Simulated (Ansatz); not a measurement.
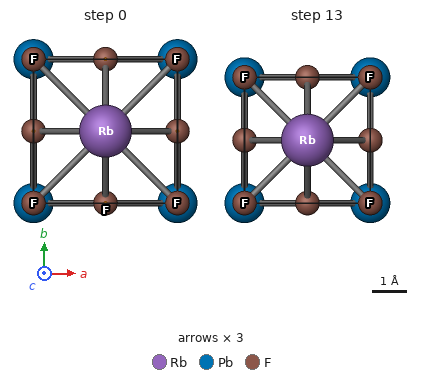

The structure of solid RbPbF₅ (built on the MgPPd5-123 type type) before (left) and after (right) a relaxation, at one scale. The orange arrows give the displacements (the part carried along by the change of the cell is left out), magnified 3 times.

The picture is a ball-and-stick view of the cell of the calculation, seen along the c axis.

Method: Ansatz 0.2.0, DFT, PBEsol, plane waves, PAW.

The input:
```yaml
crystal:
  lattice:
    - [4.30690843, 0.0, 0.0]
    - [0.0, 4.30690843, 0.0]
    - [0.0, 0.0, 7.62504597]
  atoms:
    - { symbol: Rb, position: [0.5, 0.5, 0.0] }
    - { symbol: Pb, position: [0.0, 0.0, 0.5] }
    - { symbol: F, position: [0.0, 0.5, 0.29635465] }
    - { symbol: F, position: [0.0, 0.5, 0.70364535] }
    - { symbol: F, position: [0.5, 0.0, 0.29635465] }
    - { symbol: F, position: [0.5, 0.0, 0.70364535] }
    - { symbol: F, position: [0.0, 0.0, 0.0] }
kpoints:
  mp_grid: { grid: [6, 6, 4] }
hamiltonian:
  xc: pbesol
scf:
  occupations: { method: fermi_dirac, width: 0.03 }
relax:
  f_tol: 0.01
  cell: {}
  max_steps: 120
```

Launched with:
```bash
ansatz run input.yaml --threads 4 --pin off --max-ram 4608MiB --backend cpu --events-out ev --progress --plain --runs-dir out
```

Describe what moved and what it gained.

Answer. The largest moves relative to the cell, 0.27 Å, are those of F3, F4, F5 and F6. F4 goes along −c. Rb and Pb stay in place. The volume changes by −26.6 %, with a = b 4.307 → 3.765 Å (−12.6 %), c 7.625 → 7.329 Å (−3.9 %). Near-neighbour distances that change, for instance: Pb2–F3 2.655 → 2.242 Å, Rb1–F7 3.045 → 2.662 Å, Rb1–F3 3.121 → 3.087 Å. Among the angles between lasting bonds that change: Rb1–F5–Rb1 87.2° → 75.2°. The space group stays P4/mmm (No. 123). The energy falls by 427 meV per atom in 10 accepted moves (13 points after the start). Largest force component: 1.3 eV/Å at the start, 0.00016 eV/Å at the end. Pressure: −10.27 GPa at the start and −0.01 GPa at the end. The SCF was repeated 3 times at an unchanged geometry on a basis and grid sized afresh for the cell, which shifted the energy by 3.8 meV per atom at most.
